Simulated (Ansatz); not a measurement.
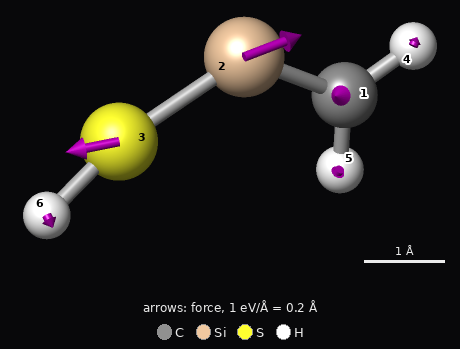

Starting geometry of CH3SSi (multiplicity 2) with the computed forces as purple arrows. A ball-and-stick model, seen at a tilt.

It is one of the separated reactants of a reaction.

The calculation used UKS PBE-D4/def2-SVP (Ansatz 0.2.0).

Input file:
```yaml
crystal:
  periodic: [false, false, false]
  atoms:
    - {symbol: C, position_ang: [-0.722199, -0.102868, -0.658759]}
    - {symbol: Si, position_ang: [0.590006, 0.156959, 0.544163]}
    - {symbol: S, position_ang: [1.642802, -1.269861, 1.370463]}
    - {symbol: H, position_ang: [-1.288278, 0.714366, -1.096360]}
    - {symbol: H, position_ang: [-0.994184, -1.099564, -0.990167]}
    - {symbol: H, position_ang: [2.456474, -2.314352, 1.681234]}
basis:
  gaussian: {orbitals: def2-SVP}
magnetization: {spin_polarized: true, initial_magnetization: 1}
hamiltonian: {xc: pbe, dispersion: d4}
relax: {f_tol: 0.03, max_steps: 250}
```

Run as
```bash
ansatz run in.yaml --threads 2 --pin off --events-out ev --progress --plain --max-ram 4352MiB
```

Question: What follows when this structure is relaxed?

Answer: It isn't relaxed: the largest force vector, on Si2, is 4.20 eV/Å. The final displacements have little in common with the starting forces (cosine between the two patterns 0.15). The energy falls by 41.9 kcal/mol in 12 geometry steps. Largest force component: 2.7 eV/Å at the start, 0.015 eV/Å at the end. The largest move after the best rigid fit is that of H6, 1.40 Å. By element the largest moves are H 1.40 Å, Si 0.53 Å, C 0.38 Å, S 0.32 Å. Among the contacts that change: Si2–S3 1.956 → 2.179 Å, C1–H5 1.085 → 1.109 Å, C1–Si2 1.799 → 1.821 Å, C1–H4 1.086 → 1.107 Å. Bond angles that change, for instance: Si2–S3–H6 168.1° → 99.2°, C1–Si2–S3 124.7° → 104.3°, H4–C1–H5 115.9° → 113.1°. Groups turn about C1–Si2 by about 35°. The run took 14 s on 2 threads of Intel Xeon 6975P-C (shared host).
